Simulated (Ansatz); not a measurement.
## RbCd4N3: relaxing a made-up structure

Starting from a made-up structure for RbCd4N3, the aim is the relaxed cell, its shortest contacts and, where a second run follows, its electronic structure.

Calculated with Ansatz 0.2.0; DFT, PBEsol, plane-wave PAW, files of the set soft_1, scalar-relativistic, no spin, cell and ions relaxed at zero pressure; PAW set soft_1.

### Step 1. Set-up

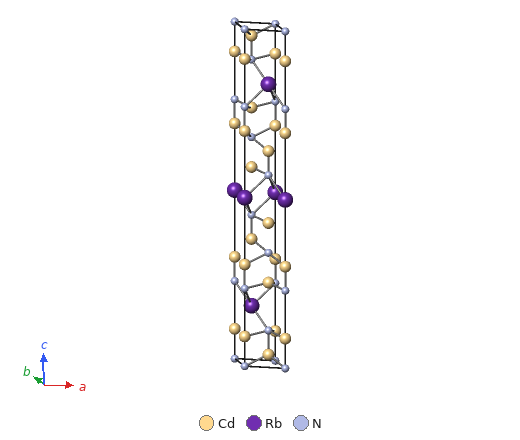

The starting structure, seen slightly off an axis (cadmium orange, rubidium purple, nitrogen light blue). This picture shows the conventional cell, with its axes. Bonds to atoms that aren't drawn are left out. Some periodic images of atoms are drawn too.

### Step 2. Relaxation of the guess

The guessed cell has no reason to be at equilibrium. It is relaxed with the atoms, within the space group of the guess.

File input.yaml:

```yaml
crystal:
  lattice:
    - [2.1235, 1.226003297, 11.475666667]
    - [-2.1235, 1.226003297, 11.475666667]
    - [0.0, -2.452006593, 11.475666667]
  atoms:
    - { symbol: Cd, position: [0.698066664, 0.698066664, 0.698066664] }
    - { symbol: Cd, position: [0.301933336, 0.301933336, 0.301933336] }
    - { symbol: Cd, position: [0.911666664, 0.911666664, 0.911666664] }
    - { symbol: Cd, position: [0.088333336, 0.088333336, 0.088333336] }
    - { symbol: Rb, position: [0.5, 0.5, 0.5] }
    - { symbol: "N", position: [0.0, 0.0, 0.0] }
    - { symbol: "N", position: [0.769466664, 0.769466664, 0.769466664] }
    - { symbol: "N", position: [0.230533336, 0.230533336, 0.230533336] }
kpoints:
  mp_grid: { grid: [7, 7, 7] }
scf:
  occupations: { method: fermi_dirac, width: 0.05 }
hamiltonian:
  xc: pbesol
  pseudopotentials: { kind: paw, azcp: { folder: soft_1 }, xc_functional: pbe }
relax:
  f_tol: 0.015
  max_steps: 70
  cell: {}
output:
  forces: true
  stress: true
```

On the command line:

```
> ansatz run input.yaml --threads 4 --pin off --max-ram 10240MiB --backend cpu --events-out ev --progress --plain --runs-dir out
```

Numbers of over 12 decimals in the logs are rounded to 6 here.

Log:

```text
basis.fft_grid_basis auto: the FFT boxes are laid along the combinations [[1, 0, -1], [0, 1, -1], [0, 0, 1]] of the cell's own vectors, 4.247, 4.247 and 11.735 Å long. The dense box has 30×30×80 points. Along the cell's own vectors, as sized, it would have 80×80×80, 7.11 times as many. Of the 12 symmetry operations that the crystal satisfies within crystal.symmetry.tolerance (time reversal apart; of a slab, those tha [...]
Engine: ansatz 0.2.0, aarch64-unknown-linux-gnu
Pseudopotentials: kind: paw
Pseudopotential: Cd, paw, valence charge 20, recommended cutoff 420 eV (normal), soft_1/Cd.paw.azcp
Pseudopotential: Rb, paw, valence charge 9, recommended cutoff 420 eV (normal), soft_1/Rb.paw.azcp
Pseudopotential: N, paw, valence charge 5, recommended cutoff 420 eV (normal), soft_1/N.paw.azcp
Functional definition: PBEsol
  exchange = pbesol_x
  correlation = pbesol_c
Crystal: 8 atoms, lattice volume = 179.256 Å³
Basis set: ecut = 420 eV, 3483 PW (Γ), FFT grids on a1−a3, a2−a3, a3, exchange–correlation on 60×60×160 points (8 copies of the dense FFT grid, shifted against one another)
Bands: 63, of which v1, the nominal top of the filled ones, is band 52 counted from 1 (51 counted from 0)
Symmetry: 12 space group operations
Space group: R-3m (ITA 166), of the structure as read, at distance tolerance 5.6e-5 Å
k-points: 44 of 343
Non-local potential: Cd, projectors of the file, l = 0: 3, l = 1: 2, l = 2: 2, l = 3: 1
Non-local potential: Rb, projectors of the file, l = 0: 3, l = 1: 2, l = 2: 2
Non-local potential: N, projectors of the file, l = 0: 2, l = 1: 2, l = 2: 1
PAW form: soft (Blöchl's): semilocal exchange-correlation on the pseudo side does not see the compensation charge
PAW frozen core: Cd, regenerated for the run's functional, and the local potential with it (the file was generated under x = pbe(κ = 0.804, μ = 0.219515), c = pbe(β = 0.066725))
PAW frozen core: Rb, regenerated for the run's functional, and the local potential with it (the file was generated under x = pbe(κ = 0.804, μ = 0.219515), c = pbe(β = 0.066725))
PAW frozen core: N, regenerated for the run's functional, and the local potential with it (the file was generated under x = pbe(κ = 0.804, μ = 0.219515), c = pbe(β = 0.066725))
PAW one-centre angular grid: Cd, 590 points (default); XC on 64 Gauss nodes
PAW one-centre angular grid: Rb, 110 points (default); XC on 64 Gauss nodes
PAW one-centre angular grid: N, 110 points (default); XC on 64 Gauss nodes
Initial density: superposition of atomic densities (chi_scale 0.1, normalization cell, long waves kept (reshape's long-wave potential 0.72 eV rms))
Initial wavefunctions: pseudopotential atomic-orbital guess
Functional: x = pbesol(κ = 0.804, μ = 0.123457), c = pbesol(β = 0.046)
SCF iter   1: F=—  HF=-37086.102604 eV  |F-HF|=—  |Δ(HF+E_count)|=         —  Δρ=5.65e-2  dr2=2.83e1  ethr=3.10e-3  ⟨swp⟩=6.5  Hψ=10085  notcnv=0  defer=10
preconditioner: auto → LDOS  [metal: Δε(μ)=0.045 eV  Ē_g=10.432 eV  σ=0.050 eV  W_gap=0.22  n_scr=44 (ndim 8)  ℏωp=23.2 eV  f_vac=0.057  D(μ)=2.82/eV (n_scr^D=6)  β→1.0]
SCF iter   2: F=—  HF=-37083.667501 eV  |F-HF|=—  |Δ(HF+E_count)|=    2.44e0  Δρ=2.62e-2  dr2=1.56e0  ethr=3.10e-3  ⟨swp⟩=3.4  Hψ=5479  notcnv=0  defer=122
SCF iter   3: F=—  HF=-37083.480707 eV  |F-HF|=—  |Δ(HF+E_count)|=   1.87e-1  Δρ=1.62e-2  dr2=8.47e-1  ethr=1.50e-3  ⟨swp⟩=3.1  Hψ=5335  notcnv=0  defer=170
SCF iter   4: F=—  HF=-37083.278809 eV  |F-HF|=—  |Δ(HF+E_count)|=   2.02e-1  Δρ=6.05e-3  dr2=1.18e-1  ethr=8.14e-4  ⟨swp⟩=3.0  Hψ=4654  notcnv=0  defer=170
SCF iter   5: F=—  HF=-37083.259425 eV  |F-HF|=—  |Δ(HF+E_count)|=   1.94e-2  Δρ=1.80e-3  dr2=7.90e-3  ethr=1.14e-4  ⟨swp⟩=2.2  Hψ=5095  notcnv=0  defer=158
SCF iter   6: F=—  HF=-37083.257993 eV  |F-HF|=—  |Δ(HF+E_count)|=   1.43e-3  Δρ=4.63e-4  dr2=4.75e-4  ethr=7.59e-6  ⟨swp⟩=2.0  Hψ=3894  notcnv=0  defer=158
SCF iter   7: F=—  HF=-37083.257998 eV  |F-HF|=—  |Δ(HF+E_count)|=   4.28e-6  Δρ=1.96e-4  dr2=7.64e-5  ethr=4.56e-7  ⟨swp⟩=2.7  Hψ=4586  notcnv=0  defer=158
SCF iter   8: F=—  HF=-37083.257658 eV  |F-HF|=—  |Δ(HF+E_count)|=   3.40e-4  Δρ=4.25e-5  dr2=2.19e-6  ethr=7.35e-8  ⟨swp⟩=2.0  Hψ=3931  notcnv=0  defer=158
SCF iter   9: F=—  HF=-37083.257659 eV  |F-HF|=—  |Δ(HF+E_count)|=   1.35e-6  Δρ=1.30e-5  dr2=2.80e-7  ethr=2.11e-9  ⟨swp⟩=2.0  Hψ=4148  notcnv=0  defer=158
SCF iter  10: F=-37083.257659 eV  HF=-37083.257659 eV  |F-HF|=1.23e-8  |Δ(HF+E_count)|=   8.38e-8  Δρ=3.84e-6  dr2=1.20e-8  ethr=9.62e-11  ⟨swp⟩=4.0  Hψ=8898  notcnv=0
SCF 1 converged in 10 iterations: F = -37083.257659 eV  dr2 = 1.20e-8
  greatest PAW one-centre occupation: 1.000 electrons in one spin orbital (limit 2), on the Cd atom at site 3 (counted from 0), in its partial waves of l = 0
relax step   1: F+E_penalty+E_count = -37083.25765928 eV  Δ(F+E_penalty+E_count) = +0.000e0 eV  max|allowed force component| = 1.311e0 eV/Å  Δτ_max = 0.0000 Å  P = -12.276 GPa  Ω = 179.256 Å³  (10 SCF iters, dr2 threshold 1.00e-7 eV, accepted)
Crystal: 8 atoms, lattice volume = 157.011 Å³
Basis set: ecut = 420 eV, 3055 PW (Γ), FFT grids on a1−a3, a2−a3, a3, exchange–correlation on 60×60×160 points (8 copies of the dense FFT grid, shifted against one another)
Initial density: handed on by an earlier stage of this run
Initial wavefunctions: those handed on with the density
iter 1 solved again at ethr=1.08e-3 eV; its pass at ethr=3.10e-3 eV (dr2=1.12e0 eV) is discarded
SCF iter   1: F=—  HF=-37085.116945 eV  |F-HF|=—  |Δ(HF+E_count)|=         —  Δρ=1.50e-2  dr2=1.13e0  ethr=1.08e-3  ⟨swp⟩=1.7  Hψ=12076  notcnv=0
preconditioner: auto → LDOS  [insulator: Δε(μ)=0.504 eV  Ē_g=11.242 eV  σ=0.050 eV  W_gap=0.60  n_scr=44 (ndim 8)  ℏωp=24.8 eV  f_vac=0.066  D(μ)=0.63/eV (n_scr^D=2)  ε∞_Penn≈5.9  β→1.0]
SCF iter   2: F=—  HF=-37085.608690 eV  |F-HF|=—  |Δ(HF+E_count)|=   4.92e-1  Δρ=3.06e-2  dr2=4.62e0  ethr=1.08e-3  ⟨swp⟩=3.7  Hψ=7956  notcnv=0  defer=140  recentre
SCF iter   3: F=—  HF=-37084.961204 eV  |F-HF|=—  |Δ(HF+E_count)|=   6.47e-1  Δρ=2.23e-3  dr2=2.59e-2  ethr=1.08e-3  ⟨swp⟩=3.1  Hψ=4946  notcnv=0  defer=158
SCF iter   4: F=—  HF=-37084.957174 eV  |F-HF|=—  |Δ(HF+E_count)|=   4.03e-3  Δρ=1.01e-3  dr2=2.17e-3  ethr=2.49e-5  ⟨swp⟩=2.0  Hψ=4183  notcnv=0  defer=159
SCF iter   5: F=—  HF=-37084.956855 eV  |F-HF|=—  |Δ(HF+E_count)|=   3.18e-4  Δρ=2.93e-4  dr2=1.35e-4  ethr=2.09e-6  ⟨swp⟩=2.0  Hψ=3981  notcnv=0  defer=159
SCF iter   6: F=—  HF=-37084.956584 eV  |F-HF|=—  |Δ(HF+E_count)|=   2.72e-4  Δρ=7.90e-5  dr2=8.56e-6  ethr=1.30e-7  ⟨swp⟩=2.0  Hψ=3755  notcnv=0  defer=159
[...]
SCF iter   4: F=—  HF=-37085.563832 eV  |F-HF|=—  |Δ(HF+E_count)|=   2.97e-3  Δρ=1.00e-3  dr2=2.30e-3  ethr=1.85e-5  ⟨swp⟩=2.0  Hψ=4091  notcnv=0  defer=148
SCF iter   5: F=—  HF=-37085.563481 eV  |F-HF|=—  |Δ(HF+E_count)|=   3.51e-4  Δρ=4.68e-4  dr2=3.84e-4  ethr=2.21e-6  ⟨swp⟩=2.0  Hψ=3992  notcnv=0  defer=148
SCF iter   6: F=—  HF=-37085.563160 eV  |F-HF|=—  |Δ(HF+E_count)|=   3.21e-4  Δρ=1.23e-4  dr2=2.85e-5  ethr=3.69e-7  ⟨swp⟩=2.0  Hψ=4110  notcnv=0  defer=148
SCF iter   7: F=-37085.563157 eV  HF=-37085.563157 eV  |F-HF|=1.42e-7  |Δ(HF+E_count)|=   3.19e-6  Δρ=2.87e-5  dr2=5.99e-7  ethr=7.69e-10  ⟨swp⟩=3.1  Hψ=9771  notcnv=0
SCF 3 converged in 7 iterations: F = -37085.563157 eV  dr2 = 5.99e-7
relax step   3: F+E_penalty+E_count = -37085.56315689 eV  Δ(F+E_penalty+E_count) = -6.066e-1 eV  max|allowed force component| = 2.008e-1 eV/Å  Δτ_max = 0.0582 Å  P = +0.961 GPa  Ω = 138.922 Å³  energy of the carried Pulay correction = +3.033e-2 eV  (7 SCF iters, dr2 threshold 8.00e-7 eV, accepted)
[...]
relax step   4: F+E_penalty+E_count = -37085.61139143 eV  Δ(F+E_penalty+E_count) = -4.823e-2 eV  max|allowed force component| = 1.267e-1 eV/Å  Δτ_max = 0.0659 Å  P = +0.598 GPa  Ω = 139.123 Å³  energy of the carried Pulay correction = +3.016e-2 eV  (7 SCF iters, dr2 threshold 8.00e-7 eV, accepted)
[...]
relax step   5: F+E_penalty+E_count = -37085.61561110 eV  Δ(F+E_penalty+E_count) = -4.220e-3 eV  max|allowed force component| = 4.251e-2 eV/Å  Δτ_max = 0.0189 Å  P = -0.069 GPa  Ω = 140.741 Å³  energy of the carried Pulay correction = +2.880e-2 eV  (6 SCF iters, dr2 threshold 8.00e-7 eV, accepted)
[...]
relax step   6: F+E_penalty+E_count = -37085.61622609 eV  Δ(F+E_penalty+E_count) = -6.150e-4 eV  max|allowed force component| = 5.656e-3 eV/Å  Δτ_max = 0.0080 Å  P = -0.023 GPa  Ω = 140.529 Å³  energy of the carried Pulay correction = +2.898e-2 eV  (6 SCF iters, dr2 threshold 1.13e-7 eV, accepted)
[...]
relax step   7: F+E_penalty+E_count = -37085.60661244 eV  Δ(F+E_penalty+E_count) = +9.614e-3 eV  max|allowed force component| = 5.204e-3 eV/Å  Δτ_max = 0.0000 Å  P = -0.137 GPa  Ω = 140.529 Å³  stress off target by 1.46e-1 GPa  SCF on the basis re-selected at this cell (its energy is not comparable with the rows above)  (8 SCF iters)
[...]
relax step   8: F+E_penalty+E_count = -37085.60699605 eV  Δ(F+E_penalty+E_count) = -3.836e-4 eV  max|allowed force component| = 5.253e-3 eV/Å  Δτ_max = 0.0020 Å  P = +0.054 GPa  Ω = 140.183 Å³  energy of the carried Pulay correction = +2.910e-4 eV  (6 SCF iters, dr2 threshold 5.35e-8 eV, accepted)
[...]
relax step   9: F+E_penalty+E_count = -37085.60694472 eV  Δ(F+E_penalty+E_count) = +5.133e-5 eV  max|allowed force component| = 6.638e-4 eV/Å  Δτ_max = 0.0005 Å  P = +0.001 GPa  Ω = 140.266 Å³  energy of the carried Pulay correction = +2.211e-4 eV  (6 SCF iters, dr2 threshold 9.74e-9 eV, accepted)
iter 1 solved again at ethr=1.81e-7 eV; its pass at ethr=3.10e-3 eV (dr2=1.88e-4 eV) is discarded
SCF iter   1: F=—  HF=-37085.606679 eV  |F-HF|=—  |Δ(HF+E_count)|=         —  Δρ=6.50e-6  dr2=1.00e-8  ethr=1.81e-7  ⟨swp⟩=3.8  Hψ=17538  notcnv=0
eigensolver tolerance schedule: the retry pair's looser diagonalisation over-reported the residual by 18799.28 of it (diagonalisation noise at an unbounded share of the residual, at the tolerance the schedule requests for it); recorded, not acted on — ethr = c·dr2/N_el stays at c = 1.0e-1
preconditioner: auto → LDOS  [metal: Δε(μ)=0.006 eV  Ē_g=11.805 eV  σ=0.050 eV  W_gap=0.03  n_scr=44 (ndim 8)  ℏωp=26.2 eV  f_vac=0.051  D(μ)=0.54/eV (n_scr^D=2)  β→1.0]
SCF iter   2: F=—  HF=-37085.606698 eV  |F-HF|=—  |Δ(HF+E_count)|=   1.96e-5  Δρ=3.62e-6  dr2=2.26e-8  ethr=9.62e-12  ⟨swp⟩=3.9  Hψ=6786  notcnv=0
SCF iter   3: F=—  HF=-37085.606698 eV  |F-HF|=—  |Δ(HF+E_count)|=   1.76e-9  Δρ=2.17e-6  dr2=1.74e-8  ethr=9.62e-12  ⟨swp⟩=2.0  Hψ=4890  notcnv=0
SCF iter   4: F=—  HF=-37085.606698 eV  |F-HF|=—  |Δ(HF+E_count)|=   3.25e-9  Δρ=9.41e-7  dr2=1.51e-9  ethr=9.62e-12  ⟨swp⟩=2.0  Hψ=3678  notcnv=0
SCF iter   5: F=—  HF=-37085.606698 eV  |F-HF|=—  |Δ(HF+E_count)|=  3.35e-10  Δρ=2.86e-7  dr2=2.99e-10  ethr=1.45e-12  ⟨swp⟩=2.2  Hψ=4051  notcnv=0
SCF iter   6: F=-37085.606698 eV  HF=-37085.606698 eV  |F-HF|=7.28e-12  |Δ(HF+E_count)|=  4.37e-11  Δρ=7.80e-8  dr2=6.05e-12  ethr=1.00e-12  ⟨swp⟩=3.0  Hψ=8689  notcnv=0
SCF 10 converged in 6 iterations: F = -37085.606698 eV  dr2 = 6.05e-12
relax step  10: F+E_penalty+E_count = -37085.60669827 eV  Δ(F+E_penalty+E_count) = +2.465e-4 eV  max|allowed force component| = 6.702e-4 eV/Å  Δτ_max = 0.0000 Å  P = -0.001 GPa  Ω = 140.266 Å³  stress off target by 1.01e-3 GPa  SCF on the basis re-selected at this cell (its energy is not comparable with the rows above)  (6 SCF iters)
basis re-selected at this cell: Δ(F+E_penalty+E_count) = +2.465e-4 eV, ΔP = -0.002 GPa vs the last step (what re-selecting the basis moved, of the pressure what is left beyond the Pulay correction that the steps carried, after the strain that the cell walked since its last selection, with what the two solves' SCF thresholds leave and, on support functions, any second-order correction that the steps lacked; it is no m [...]
SCF converged after 6 iterations
Free energy (F): -37085.606698 eV
Harris-Foulkes:  -37085.606698 eV  (|F-HF|=7.28e-12)
Internal energy: -37085.602411 eV  (E = F + TS)
E sigma→0 (E₀):  -37085.604555 eV
Entropy (-TS):   -0.004287 eV (-0.536 meV/atom)
Fermi energy:    11.381201 eV
--- Per-component energies (eV) ---
  E_band       = -1710.959646
  E_kinetic    = 2315.687513
  E_local      = -17564.648197  (includes V_loc(G=0)·N_el)
  E_nonlocal   = 789.008342
  E_hartree    = 8102.607288
  E_xc         = -920.355976
  E_vxc        = -1134.894578  (∫ρ·V_xc dr)
  E_paw        = -19056.840052  (= ΣΔE_a)
  E_vpaw       = -2321.330657  (= ΣTr[D̂ρ^β])
  E_aug_tail   = 0.003532  (compensation charges beyond the density's cutoff)
  E_ewald      = -10752.640671
  E_core_change = 1.575811  (= ΣΔE_core)
  E_smearing   = -0.004287  (= −TS)
  E_closure    = 0.000000  (closes the sum)
  Σ components = -37085.606698   (vs F -37085.606698, Δ=0.00e0)
--- Forces (eV/Å), atoms counted from 1 ---
  atom   1  Cd     0.00000000     0.00000000     0.00018156
  atom   2  Cd     0.00000000    -0.00000000    -0.00018156
  atom   3  Cd     0.00000000     0.00000000     0.00054341
  atom   4  Cd     0.00000000    -0.00000000    -0.00054341
  atom   5  Rb     0.00000000     0.00000000     0.00000000
  atom   6  N      0.00000000    -0.00000000    -0.00000000
  atom   7  N      0.00000000     0.00000000     0.00067024
  atom   8  N      0.00000000    -0.00000000    -0.00067024
  max |Σ_I F_I| component: 1.08e-19 eV/Å
--- Stress (GPa, compression-positive) ---
       -0.001012       0.000000      -0.000000
        0.000000      -0.001012       0.000000
       -0.000000       0.000000       0.000005
  P = ⅓ Tr σ = -0.0007 GPa (-0.007 kbar)
--- Relaxed structure (8 steps of the walk, 8 accepted, 2 SCFs on fresh bases) ---
  F+E_penalty+E_count = -37085.60669827 eV   max|allowed force component| = 6.702e-4 eV/Å   (the final SCF, on the basis selected at the relaxed cell)
  cell:  # Å, volume = 140.2659 Å³
    - [1.893609, 1.093276, 11.292253]
    - [-1.893609, 1.093276, 11.292253]
    - [0, -2.186552, 11.292253]
  atoms:
    - { symbol: Cd, position: [0.697137, 0.697137, 0.697137] }
    - { symbol: Cd, position: [0.302863, 0.302863, 0.302863] }
    - { symbol: Cd, position: [0.909349, 0.909349, 0.909349] }
    - { symbol: Cd, position: [0.090651, 0.090651, 0.090651] }
    - { symbol: Rb, position: [0.5, 0.5, 0.5] }
    - { symbol: N, position: [1.2912042603605475e-19, 1.2912042603605484e-19, 1.2912042602892553e-19] }
    - { symbol: N, position: [0.765351, 0.765351, 0.765351] }
    - { symbol: N, position: [0.234649, 0.234649, 0.234649] }
```

Elapsed: 50 s, on 4 threads of Arm Neoverse V2, shared host; peak memory 0.89 GiB.

Step by step:

```csv
step,energy less that of the first step (eV),largest force component (eV/Å),pressure (GPa),volume (Å³)
1,0.0000,1.3107,-12.28,179.26
2,-1.6989,0.5336,-7.62,157.01
3,-2.3055,0.2008,0.96,138.92
4,-2.3537,0.1267,0.60,139.12
5,-2.3580,0.0425,-0.07,140.74
6,-2.3586,0.0057,-0.02,140.53
7*,-2.3490,0.0052,-0.14,140.53
8,-2.3493,0.0053,0.05,140.18
9,-2.3493,0.0007,0.00,140.27
10*,-2.3490,0.0007,0.00,140.27
```

Relaxation steps marked * repeat the geometry before them on a plane-wave basis chosen anew for their cell, so energy and pressure can jump there.

The run keeps the 12 symmetry operations that it works with, so distortions that break them were not tested.

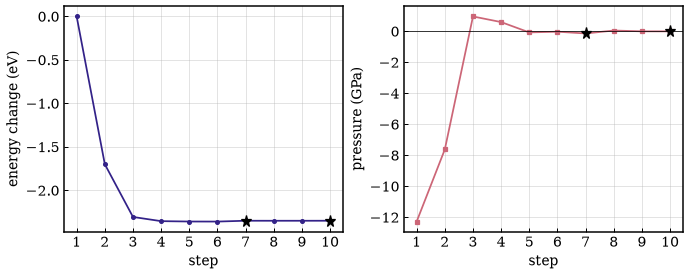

Energy and pressure along the relaxation. Stars mark steps on a basis chosen anew.

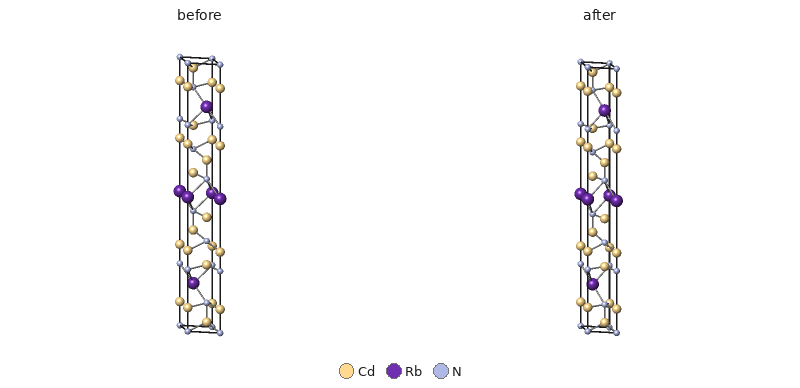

Before and after, at one scale. Bonds to atoms that aren't drawn are left out.

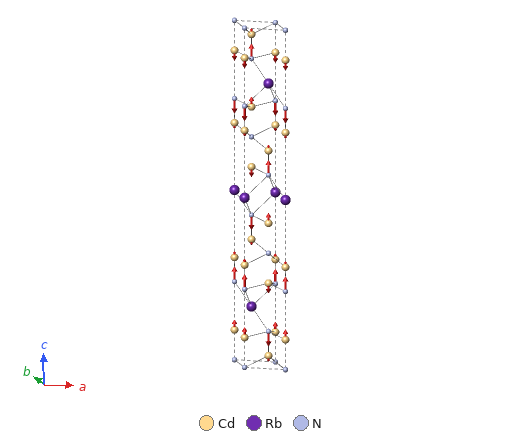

Displacements in the relaxation, exaggerated, measured against the changing cell; the longest in the cell stands for 0.14 Å. Bonds to atoms that aren't drawn are left out. Some periodic images of atoms are drawn too.

```csv
"conventional cell, symmetrised",before,after,change
a (Å),4.247,3.787,-10.8 %
b (Å),4.247,3.787,-10.8 %
c (Å),34.427,33.877,-1.6 %
volume (Å³/atom),22.41,17.53,-21.8 %
```

The atoms that moved most (Å, as changes of fractional coordinates times the final cell):

```csv
atom,dx,dy,dz,length
N8,0.000,0.000,0.139,0.139
N7,0.000,0.000,-0.139,0.139
Cd3,0.000,0.000,-0.079,0.079
Cd4,0.000,0.000,0.079,0.079
Cd2,0.000,0.000,0.031,0.031
Cd1,0.000,0.000,-0.031,0.031
```

Final coordinates:

```xyz
8
Lattice="1.8936 1.0933 11.2923 -1.8936 1.0933 11.2923 0.0000 -2.1866 11.2923" Properties=species:S:1:pos:R:3 pbc="T T T"
Cd    0.0000    0.0000   23.6167
Cd    0.0000    0.0000   10.2600
Cd    0.0000    0.0000   30.8058
Cd    0.0000    0.0000    3.0710
Rb    0.0000    0.0000   16.9384
N     0.0000    0.0000    0.0000
N     0.0000    0.0000   25.9276
N     0.0000    0.0000    7.9492
```

This step gave:

```
free energy             : -37085.6067 eV
energy at zero smearing : -37085.6046 eV
smearing term TS        : 0.004287 eV
Fermi energy            : 11.38 eV
electrons               : 104
symmetry operations     : 12
pressure                : -6.73e-4 GPa
```

The shortest distance of each pair, which need not be the same contact before and after:

```csv
pair,guess (Å),relaxed (Å)
Cd–N,2.458,2.203
Cd–Cd,3.139,2.990
N–Rb,3.293,3.176
Cd–Rb,3.645,3.378
Rb–Rb,4.247,3.787
```

The relaxation ends with a largest force component of 6.7e-4 eV/Å and a pressure of 0.00 GPa.

### Step 3. Outcome

* space group, relaxed: R-3m
* conventional cell: a = 3.787, b = 3.787, c = 33.877 Å; α = 90.0°, β = 90.0°, γ = 120.0°
* volume per atom: 17.53 Å³ (guess 22.41)

What this shows: RbCd4N3 relaxes to R-3m with a = 3.787, b = 3.787 and c = 33.877 Å. The guessed volume was 28 % too large. The space group R-3m was held in the relaxation, so the end point is a stationary structure within it and may be a saddle against distortions or other arrangements. Mesh and cutoff weren't tested. No dispersion term is used, so weakly bound directions may come out too long. Nothing here tests whether the compound is stable against decomposition.

[Logs are printed without paths, hosts, clocks, repeated set-up lines and the standing remarks that a program may print on its own settings, such as how far it seeks lower states.]

[Hosts, paths, dates, database ids (printed as entryN), source tags and the programs' standing remarks are cut or masked in the printed files.]
